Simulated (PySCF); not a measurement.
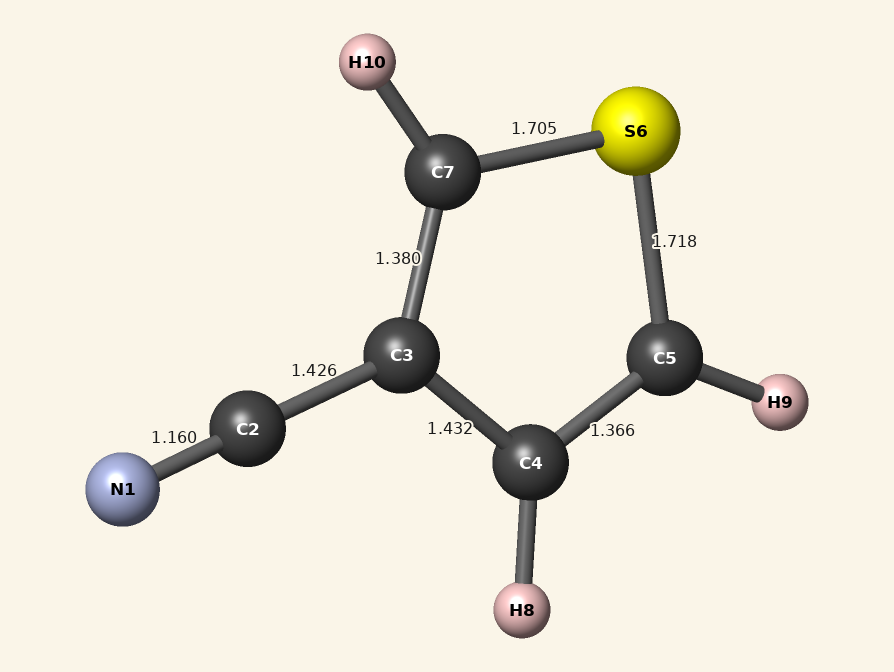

Bond lengths are marked in Å; every bond is drawn as one stick. The geometry was computed by an optimisation with PBE0-D3(BJ)/def2-SVP. No frequency run is at hand to confirm it as a minimum.

Assign a bond order to each marked bond.

N1–C2 triple; C2–C3 single; C3–C4 aromatic; C3–C7 aromatic; C4–C5 aromatic; C5–S6 aromatic; S6–C7 aromatic.

Give the structure as SMILES.

N#Cc1ccsc1
